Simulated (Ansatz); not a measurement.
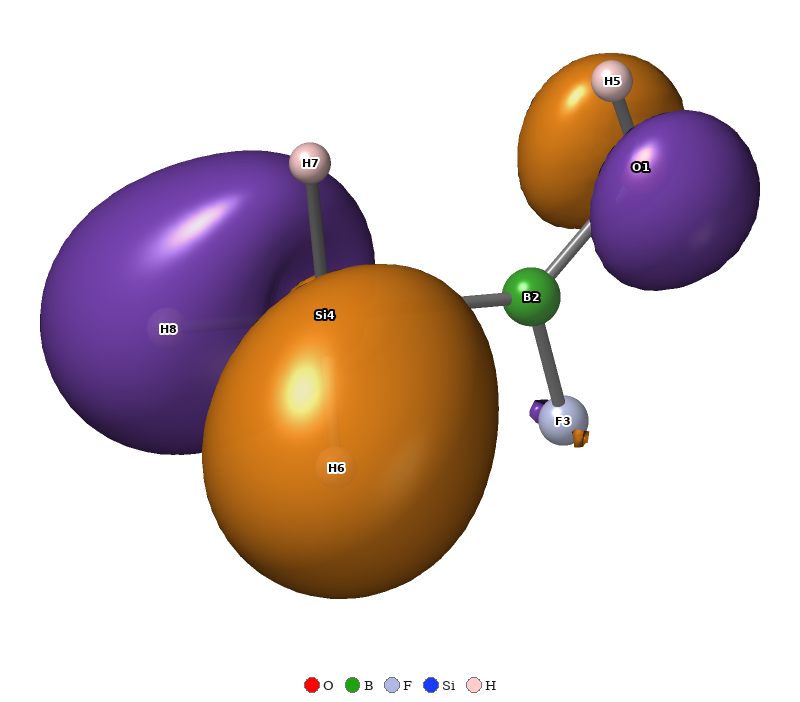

Figure. BFH$_{4}$OSi. The HOMO−1 at ±0.1 Å⁻³ᐟ² (orange and purple are the two phases), seen at a tilt.

These are results of RKS PBE-D4/def2-SVP (Ansatz 0.2.0), not measurements.

```csv
atom,x (Å),y (Å),z (Å)
O,1.7242,0.4874,-0.9108
B,1.0274,-0.2307,0.0084
F,1.7476,-1.0791,0.7563
Si,-0.9918,-0.1050,0.3176
H,1.1538,1.0846,-1.4265
H,-1.2938,0.3355,1.7267
H,-1.6214,0.8911,-0.6270
H,-1.6539,-1.4409,0.0995
```

Question: Describe this orbital and give its energy.

Answer: Its weight (Hirshfeld) is mainly on Si4 (about 35 %), H6 (about 25 %), H8 (about 25 %) and O1 (about 10 %). Its energy is −8.38 eV.
